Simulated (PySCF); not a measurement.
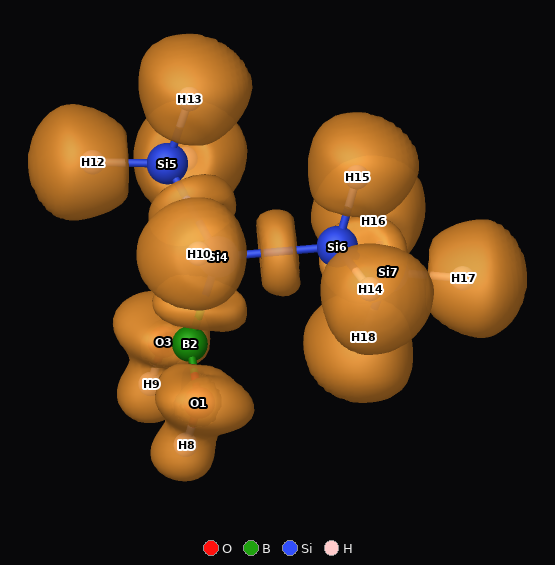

The picture shows: BH11O2Si4. Isosurface of the ELF at 0.75 (orange), seen across its widest extent. Core shells and regions of very low density are left out.

Geometry: GFN2-xTB.

Computed with PySCF, wB97X-D/def2-SVPD, SCF density, gas phase.

```
atom    x (Å)    y (Å)    z (Å)
   O  -1.4447  -2.3001   1.2368
   B  -1.4412  -1.2938   0.3320
   O  -1.8370  -1.4596  -0.9545
  Si  -0.7802   0.4825   0.8401
  Si  -1.4823   2.1488  -0.6228
  Si   1.5561   0.4730   1.0397
  Si   2.6727  -0.5004  -0.7375
   H  -1.7543  -3.1658   0.9564
   H  -2.1380  -2.3275  -1.2360
   H  -1.2812   0.8620   2.1853
   H  -0.9947   1.9271  -1.9880
   H  -2.9358   2.3106  -0.7465
   H  -0.9736   3.4669  -0.2323
   H   2.0104  -0.1891   2.2770
   H   2.0457   1.8506   1.2190
   H   2.5681   0.2853  -1.9701
   H   4.1047  -0.7496  -0.5508
   H   2.0967  -1.8144  -1.0594
```

Identify the bonds, lone pairs and shells in this picture.

Answer. The ELF exceeds this value in one region between bonded B–Si atoms (shared pairs), three regions between bonded Si–Si atoms (shared pairs), nine regions around hydrogen nuclei and two joined regions spread over several atoms (H, O), in which their bonds and any lone pairs are merged. Along the contacts the grid gives the following. B–O (1.35 Å): the ELF peaks at about 0.90 between the atoms (a short, strongly polar bond). Si–B (1.96 Å): the ELF peaks at about 1 between the atoms; a shared electron pair.
